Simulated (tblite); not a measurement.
Geometry relaxation, with input and output: C5H11F3NP

- system: C5H11F3NP
- method: GFN2-xTB geometry optimisation, gas phase (tblite 0.8.0)

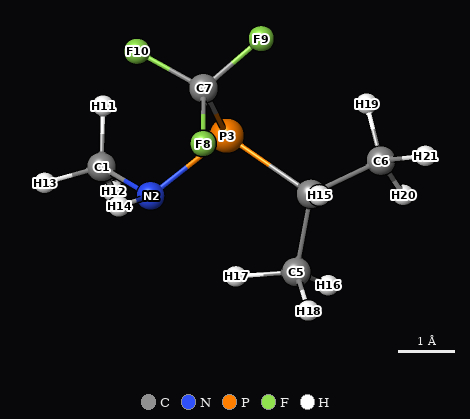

**Figure 1.** The starting structure (ball-and-stick view, seen at a tilt; atoms are numbered from 1 in the order of the input).

Summary:

- outcome: converged
- total energy: −978.8820 eV
- hardware: 1 CPU thread, shared host
- wall time: 1.8 s
- peak memory: 0.18 GiB

Input:
```
{"job": {"kind": "relax", "xc": "GFN2-xTB", "basis": "xTB"}, "charge": 0, "multiplicity": 1}
C      2.766600    -0.819300     0.064000
N      1.576200    -0.273700    -0.584600
P      0.349300     0.287400     0.573100
C     -1.356800    -0.081300    -0.122500
C     -1.202200    -1.073400    -1.240700
C     -2.302100    -0.568400     0.962800
C      0.460900     2.159400     0.584600
F      0.063600     2.571000    -0.674300
F     -0.445200     2.575300     1.544200
F      1.725400     2.580300     0.900000
H      2.930900    -0.406400     1.074000
H      2.759300    -1.919300     0.118700
H      3.617200    -0.505700    -0.565700
H      1.870500     0.482300    -1.228200
H     -1.787800     0.855900    -0.544300
H     -1.551300    -2.072000    -0.950400
H     -0.133600    -1.079800    -1.516000
H     -1.738400    -0.657900    -2.136200
H     -1.793600    -0.427300     1.960700
H     -2.565600    -1.636500     0.847900
H     -3.252100     0.026600     0.932500
```

The first line tells a small driver script what to run in tblite; the rest is the geometry in Å.

Launch command:
```bash
OMP_NUM_THREADS=1 python <driver script> task.json out
```

The program's output:
```
step      E/eV     max force
  0    -977.53631    2.958
  1    -977.90455    1.788
  2    -978.14880    1.034
  3    -978.22761    0.552
  4    -978.27553    0.484
  5    -978.30237    0.479
  6    -978.34880    0.482
  7    -978.37904    0.421
  8    -978.39979    0.270
  9    -978.40926    0.177
 10    -978.41848    0.237
 11    -978.42871    0.337
 12    -978.43812    0.281
 13    -978.44563    0.166
 14    -978.45174    0.163
 15    -978.45780    0.261
 16    -978.46387    0.244
 17    -978.46812    0.165
 18    -978.47112    0.156
 19    -978.47480    0.190
 20    -978.48044    0.277
 21    -978.48819    0.398
 22    -978.49708    0.403
 23    -978.50650    0.274
 24    -978.51655    0.348
 25    -978.52789    0.397
 26    -978.54172    0.415
 27    -978.55554    0.399
 28    -978.56772    0.295
 29    -978.57964    0.418
 30    -978.58981    0.354
 31    -978.59190    0.402
 32    -978.60404    0.261
 33    -978.60958    0.177
 34    -978.61657    0.197
 35    -978.62328    0.203
 36    -978.63314    0.224
 37    -978.64298    0.199
 38    -978.65212    0.202
 39    -978.65763    0.498
 40    -978.66924    0.246
 41    -978.68049    0.189
 42    -978.69642    0.247
 43    -978.70339    0.248
 44    -978.71410    0.187
 45    -978.72142    0.164
 46    -978.72624    0.148
 47    -978.72967    0.157
 48    -978.73248    0.130
 49    -978.73643    0.111
 50    -978.73897    0.113
 51    -978.74223    0.119
 52    -978.74450    0.125
 53    -978.74673    0.115
 54    -978.74904    0.107
 55    -978.75183    0.121
 56    -978.75452    0.108
 57    -978.75647    0.103
 58    -978.75788    0.100
 59    -978.75938    0.116
 60    -978.76133    0.131
 61    -978.76378    0.146
 62    -978.76648    0.129
 63    -978.76925    0.108
 64    -978.77231    0.132
 65    -978.77602    0.165
 66    -978.78091    0.136
 67    -978.78579    0.120
 68    -978.78915    0.118
 69    -978.79257    0.181
 70    -978.79639    0.187
 71    -978.80059    0.149
 72    -978.80558    0.132
 73    -978.80827    0.117
 74    -978.81133    0.113
 75    -978.81338    0.111
 76    -978.81500    0.093
 77    -978.81677    0.135
 78    -978.81909    0.105
 79    -978.82346    0.117
 80    -978.82631    0.143
 81    -978.83001    0.175
 82    -978.83369    0.136
 83    -978.83712    0.104
 84    -978.83932    0.115
 85    -978.84081    0.110
 86    -978.84212    0.103
 87    -978.84414    0.087
 88    -978.84551    0.076
 89    -978.84691    0.074
 90    -978.84784    0.081
 91    -978.84886    0.076
 92    -978.85007    0.081
 93    -978.85145    0.082
 94    -978.85280    0.092
 95    -978.85394    0.095
 96    -978.85500    0.079
 97    -978.85610    0.076
 98    -978.85733    0.064
 99    -978.85835    0.069
100    -978.85916    0.063
101    -978.85981    0.060
102    -978.86080    0.052
103    -978.86167    0.058
104    -978.86248    0.056
105    -978.86289    0.042
106    -978.86316    0.036
107    -978.86345    0.041
108    -978.86376    0.046
109    -978.86398    0.038
110    -978.86414    0.040
111    -978.86428    0.029
112    -978.86449    0.031
113    -978.86467    0.026
114    -978.86489    0.035
115    -978.86510    0.043
116    -978.86547    0.053
117    -978.86611    0.075
118    -978.86722    0.088
119    -978.86858    0.072
120    -978.86969    0.087
121    -978.87066    0.066
122    -978.87137    0.054
123    -978.87199    0.051
124    -978.87249    0.046
125    -978.87284    0.041
126    -978.87310    0.040
127    -978.87349    0.043
128    -978.87394    0.039
129    -978.87434    0.035
130    -978.87461    0.030
131    -978.87479    0.029
132    -978.87497    0.032
133    -978.87517    0.032
134    -978.87547    0.043
135    -978.87584    0.046
136    -978.87619    0.031
137    -978.87640    0.023
138    -978.87651    0.023
139    -978.87660    0.023
140    -978.87671    0.021
141    -978.87686    0.022
142    -978.87699    0.019
143    -978.87711    0.019
144    -978.87723    0.022
145    -978.87739    0.027
146    -978.87757    0.030
147    -978.87775    0.030
148    -978.87789    0.030
149    -978.87801    0.025
150    -978.87811    0.021
151    -978.87818    0.018
152    -978.87824    0.013
153    -978.87828    0.012
154    -978.87831    0.012
155    -978.87835    0.015
156    -978.87840    0.017
157    -978.87848    0.021
158    -978.87859    0.023
159    -978.87872    0.026
160    -978.87887    0.031
161    -978.87902    0.033
162    -978.87920    0.032
163    -978.87941    0.036
164    -978.87964    0.035
165    -978.87982    0.036
166    -978.87996    0.035
167    -978.88007    0.032
168    -978.88018    0.022
169    -978.88028    0.022
170    -978.88036    0.027
171    -978.88044    0.022
172    -978.88052    0.021
173    -978.88060    0.021
174    -978.88066    0.019
175    -978.88071    0.013
176    -978.88075    0.013
177    -978.88078    0.012
178    -978.88080    0.012
179    -978.88083    0.012
180    -978.88085    0.010
181    -978.88088    0.010
182    -978.88091    0.012
183    -978.88094    0.015
184    -978.88099    0.016
185    -978.88103    0.016
186    -978.88107    0.014
187    -978.88110    0.012
188    -978.88114    0.013
189    -978.88118    0.017
190    -978.88124    0.024
191    -978.88131    0.027
192    -978.88138    0.022
193    -978.88146    0.018
194    -978.88153    0.020
195    -978.88160    0.017
196    -978.88168    0.022
197    -978.88174    0.019
198    -978.88180    0.016
199    -978.88185    0.016
200    -978.88191    0.012
201    -978.88195    0.011
202    -978.88198    0.010
203    -978.88200    0.012
204    -978.88202    0.009
```

Trajectory as extended XYZ (Å, eV, eV/Å), 5 of the 205 frames kept, from step=0 to step=204:
```
21
Properties=species:S:1:pos:R:3:forces:R:3 step=0 energy=-977.53631
C     2.7666   -0.8193    0.0640    0.8080   0.3430  -0.0950
N     1.5762   -0.2737   -0.5846   -1.0890   1.3680   0.1660
P     0.3493    0.2874    0.5731    1.3710  -2.0930   1.5770
C    -1.3568   -0.0813   -0.1225   -0.3240   1.1290  -0.6910
C    -1.2022   -1.0734   -1.2407    0.1120   0.3140  -1.5420
C    -2.3021   -0.5684    0.9628   -0.2950   0.3390   1.1920
C     0.4609    2.1594    0.5846   -0.5790  -0.3530  -0.3120
F     0.0636    2.5710   -0.6743    0.5930   0.7890   1.2880
F    -0.4452    2.5753    1.5442    1.2350   0.2040  -1.3750
F     1.7254    2.5803    0.9000   -1.6180   0.0840  -0.5450
H     2.9309   -0.4064    1.0740   -0.0440  -0.2590  -0.2930
H     2.7593   -1.9193    0.1187   -0.2930   0.4380  -0.0570
H     3.6172   -0.5057   -0.5657   -0.0970  -0.3660   0.3930
H     1.8705    0.4823   -1.2282   -0.3780  -0.4640   0.2970
H    -1.7878    0.8559   -0.5443    0.3600  -0.2650   0.2350
H    -1.5513   -2.0720   -0.9504    0.1870   0.4070  -0.4050
H    -0.1336   -1.0798   -1.5160   -0.4830  -0.5350  -0.0970
H    -1.7384   -0.6579   -2.1362    0.2430  -0.9370   0.6820
H    -1.7936   -0.4273    1.9607   -0.8130  -0.1750  -0.7890
H    -2.5656   -1.6365    0.8479    0.2490   0.6320   0.1200
H    -3.2521    0.0266    0.9325    0.8560  -0.6020   0.2500
21
Properties=species:S:1:pos:R:3:forces:R:3 step=51 energy=-978.74223
C     2.8158   -0.7801   -0.1214    0.0050   0.0160  -0.0240
N     1.4988   -0.2261   -0.4480    0.0480   0.0070   0.0290
P     0.3963    0.0219    0.8030    0.0500  -0.0390   0.0090
C    -1.2241   -0.0416   -0.1542   -0.0360   0.0010  -0.0270
C    -1.1737   -1.1170   -1.2312   -0.0220  -0.0120  -0.0290
C    -2.3429   -0.3409    0.8418   -0.0280  -0.0100   0.0490
C     0.4336    1.9441    0.8706    0.0010   0.0400  -0.0200
F     0.5767    2.4652   -0.3688   -0.0440   0.0280  -0.0120
F    -0.6749    2.4871    1.3864   -0.0270  -0.0150   0.0070
F     1.4680    2.4184    1.5832    0.0130  -0.1160   0.0220
H     3.2709   -0.3105    0.7559    0.0010  -0.0510  -0.0810
H     2.7036   -1.8508    0.0652    0.0300   0.0950   0.0630
H     3.4878   -0.6499   -0.9688   -0.0680  -0.0030   0.0200
H     1.5299    0.4902   -1.1676    0.0310  -0.0060   0.0520
H    -1.3998    0.9318   -0.6262   -0.0510   0.0100  -0.0250
H    -0.9614   -2.0892   -0.7880    0.0320   0.0410  -0.0370
H    -0.4085   -0.8879   -1.9696   -0.0480  -0.0890   0.0120
H    -2.1401   -1.1742   -1.7324    0.0660   0.0020   0.0020
H    -2.3891    0.4176    1.6227   -0.0170  -0.0070  -0.0470
H    -2.1693   -1.3079    1.3135    0.0040   0.0350   0.0030
H    -3.3065   -0.3832    0.3334    0.0590   0.0740   0.0360
21
Properties=species:S:1:pos:R:3:forces:R:3 step=102 energy=-978.86080
C     2.8717   -0.6331   -0.2322   -0.0010   0.0460  -0.0010
N     1.5181   -0.1555   -0.4733   -0.0260  -0.0110  -0.0050
P     0.3854   -0.1126    0.7623    0.0290  -0.0430  -0.0020
C    -1.1866   -0.0796   -0.2629    0.0070   0.0040   0.0480
C    -1.1794   -1.2862   -1.1931    0.0130  -0.0230   0.0030
C    -2.3885   -0.1453    0.6778   -0.0270   0.0030  -0.0110
C     0.3975    1.7759    1.1358    0.0130   0.0180   0.0200
F     0.3919    2.5097    0.0022   -0.0100   0.0100  -0.0300
F    -0.6132    2.2273    1.8866    0.0110   0.0110  -0.0030
F     1.5354    2.0994    1.7760    0.0030  -0.0230   0.0040
H     3.5658    0.1652    0.0485   -0.0310  -0.0170  -0.0140
H     2.8374   -1.3606    0.5774    0.0120   0.0060  -0.0170
H     3.2456   -1.1254   -1.1327   -0.0110   0.0280   0.0290
H     1.4622    0.5674   -1.1855    0.0240  -0.0120   0.0230
H    -1.2250    0.8409   -0.8578    0.0020   0.0210   0.0090
H    -1.0444   -2.1975   -0.6133   -0.0170  -0.0340  -0.0280
H    -0.3743   -1.2203   -1.9204   -0.0010  -0.0050   0.0050
H    -2.1264   -1.3499   -1.7239   -0.0060  -0.0150  -0.0270
H    -2.3902    0.6757    1.3905    0.0200   0.0020   0.0160
H    -2.3780   -1.0843    1.2306    0.0030   0.0470  -0.0040
H    -3.3139   -0.0943    0.1072   -0.0070  -0.0130  -0.0150
21
Properties=species:S:1:pos:R:3:forces:R:3 step=153 energy=-978.87828
C     2.9148   -0.4729   -0.2339   -0.0020   0.0100  -0.0030
N     1.5058   -0.2292   -0.5107   -0.0040  -0.0020   0.0000
P     0.3840   -0.2344    0.7393    0.0030   0.0050  -0.0030
C    -1.1767   -0.1338   -0.2932    0.0060  -0.0030   0.0010
C    -1.2637   -1.3799   -1.1692    0.0020  -0.0100   0.0040
C    -2.3968   -0.0355    0.6198    0.0060  -0.0030  -0.0040
C     0.4365    1.6416    1.2025    0.0000  -0.0040   0.0040
F     0.3701    2.4299    0.1069   -0.0020   0.0010   0.0010
F    -0.4999    2.0842    2.0477    0.0090   0.0000   0.0040
F     1.6284    1.9021    1.7726   -0.0020  -0.0040  -0.0090
H     3.4557    0.4304    0.0618   -0.0070  -0.0060   0.0050
H     2.9886   -1.1983    0.5743   -0.0040  -0.0060  -0.0010
H     3.3862   -0.8884   -1.1254   -0.0030  -0.0020  -0.0040
H     1.3696    0.4717   -1.2352   -0.0050   0.0070   0.0050
H    -1.1201    0.7550   -0.9349    0.0000   0.0020  -0.0050
H    -1.3478   -2.2721   -0.5514    0.0070   0.0070   0.0060
H    -0.3812   -1.4801   -1.7967    0.0000   0.0040   0.0040
H    -2.1420   -1.3237   -1.8097    0.0070  -0.0020   0.0000
H    -2.3770    0.8676    1.2244   -0.0030   0.0000   0.0000
H    -2.4366   -0.8945    1.2879   -0.0070   0.0070  -0.0070
H    -3.3068   -0.0227    0.0226    0.0000  -0.0020   0.0020
21
Properties=species:S:1:pos:R:3:forces:R:3 step=204 energy=-978.88202
C     2.9204   -0.4564   -0.2692    0.0070   0.0030   0.0010
N     1.5139   -0.1800   -0.5271    0.0050   0.0010   0.0020
P     0.3911   -0.2587    0.7200    0.0000   0.0060   0.0020
C    -1.1566   -0.1512   -0.3271    0.0000   0.0010   0.0040
C    -1.2685   -1.4495   -1.1206   -0.0030  -0.0010  -0.0020
C    -2.3877    0.0536    0.5505   -0.0010   0.0000   0.0020
C     0.4103    1.5930    1.2675    0.0070  -0.0050  -0.0030
F     0.1890    2.4362    0.2359    0.0000   0.0040   0.0030
F    -0.4424    1.9396    2.2366    0.0040  -0.0030  -0.0040
F     1.6475    1.8797    1.7183   -0.0090   0.0000  -0.0010
H     3.4647    0.4097    0.1171   -0.0020   0.0010  -0.0010
H     2.9868   -1.2593    0.4631   -0.0070   0.0000  -0.0050
H     3.3926   -0.7841   -1.1962    0.0010  -0.0030   0.0020
H     1.3853    0.5737   -1.1980   -0.0010  -0.0010   0.0000
H    -1.0524    0.6912   -1.0234   -0.0010  -0.0040  -0.0030
H    -1.3917   -2.2940   -0.4452    0.0020  -0.0010  -0.0040
H    -0.3757   -1.6148   -1.7192    0.0040  -0.0030   0.0010
H    -2.1306   -1.4117   -1.7836    0.0030  -0.0010  -0.0030
H    -2.3625    1.0127    1.0616   -0.0010   0.0030   0.0070
H    -2.4546   -0.7336    1.2995   -0.0030   0.0010   0.0040
H    -3.2877    0.0210   -0.0609   -0.0030   0.0020  -0.0030
```

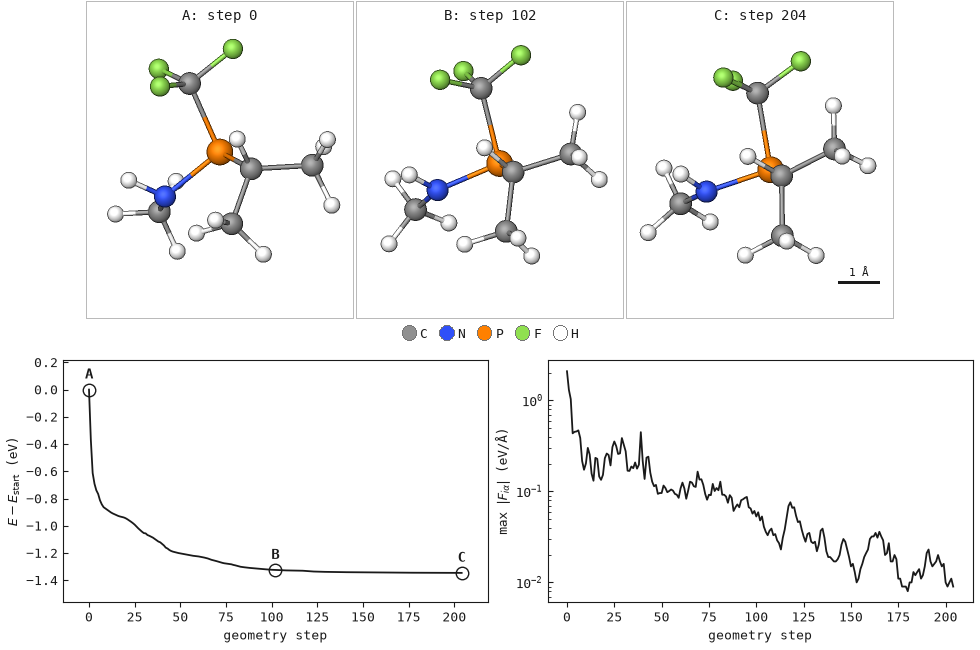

**Figure 2.** Frames of the relaxation (ball-and-stick view, seen at a tilt) above the curves, on which the letters mark them (steps are counted from 0).

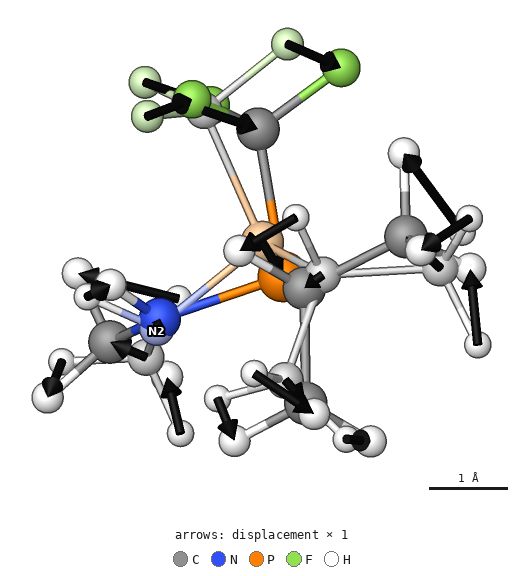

**Figure 3.** Start (faint) and end (solid) with the displacements as black arrows, at true length (ball-and-stick view, seen at a tilt). The two geometries are laid on each other by the best rigid fit. The largest move after the best rigid fit is that of H19, 1.78 Å. By element the largest moves are H 1.78 Å, F 1.06 Å, C 0.88 Å, P 0.56 Å, N 0.13 Å. Distances before and after: N2–P3 1.778 → 1.680 Å, P3–C7 1.875 → 1.931 Å, C7–F9 1.384 → 1.337 Å, C6–H19 1.129 → 1.087 Å. Among the angles that change: P3–C7–F9 105.4° → 116.6°, N2–P3–C4 108.9° → 97.7°, C4–P3–C7 104.6° → 96.4°. After 204 geometry steps the energy has fallen by 1.346 eV. Largest force component: 2.1 eV/Å at the start, 0.009 eV/Å at the end. (Atoms are counted from 1 in the order of the input.)
